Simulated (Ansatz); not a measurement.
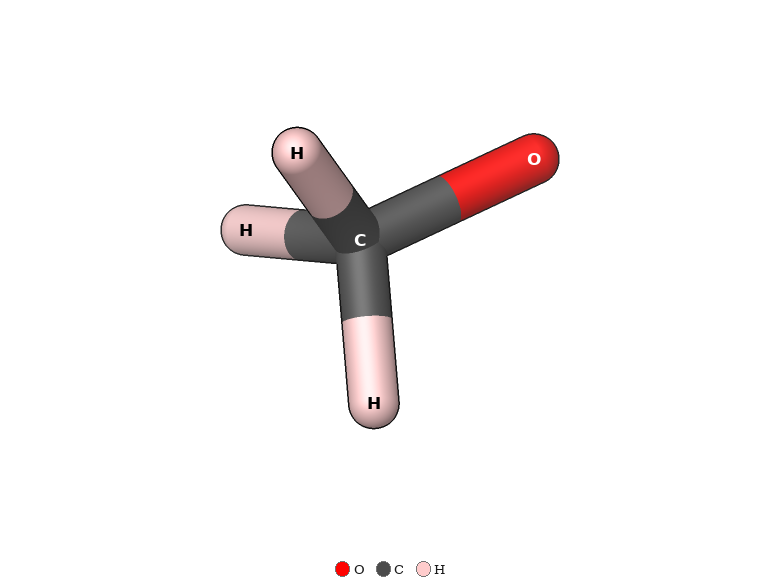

Stick drawing of a structure.

The species is neutral and a spin doublet.

What is the molecular formula?

Answer. CH₃O, 5 atoms: 1 carbon, 3 hydrogen and 1 oxygen.

Count the bonded pairs by element.

Answer. 3 C–H, 1 C–O. Sticks follow a distance rule.

The parts below concern this one geometry. Atoms keep their numbers from picture to picture. The computed structure is the end point of a PBE0-D4/def2-TZVP optimisation.

### Electronic properties

Level of theory: UKS PBE0-D4/def2-TZVP (Ansatz 0.2.0).

What does the calculation give?

- dipole moment: 2.02 D
- ⟨S²⟩ of the determinant: 0.754

### Vibrations

Harmonic vibrations computed with UKS PBE0-D4/def2-TZVP (Ansatz 0.2.0) at a stationary point of the same level.

How many vibrational modes are there, and where do they lie?

Answer. 9 modes: 693, 960, 1141, 1356, 1359, 1510, 2919, 2993, 3036 cm⁻¹.

### Charges

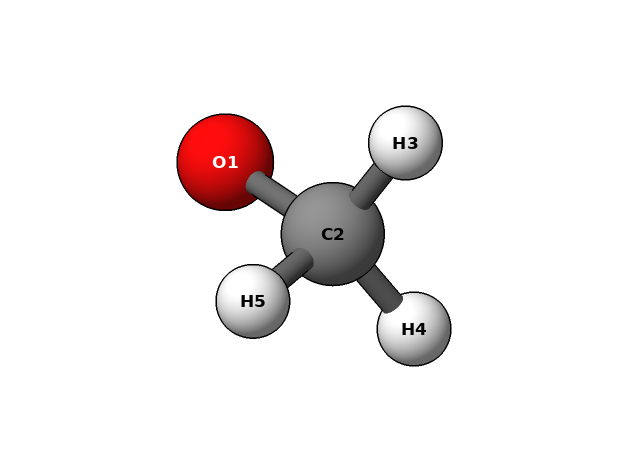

The questions are on Mulliken charges. Level of theory: UKS PBE0-D4/def2-TZVP (Ansatz 0.2.0).

List the Mulliken charges.

```tsv
atom	value (e)
O1	−0.22
C2	−0.19
H3	0.13
H4	0.13
H5	0.16
```

Mulliken values depend strongly on the basis set and can even reverse the polarity of a bond.
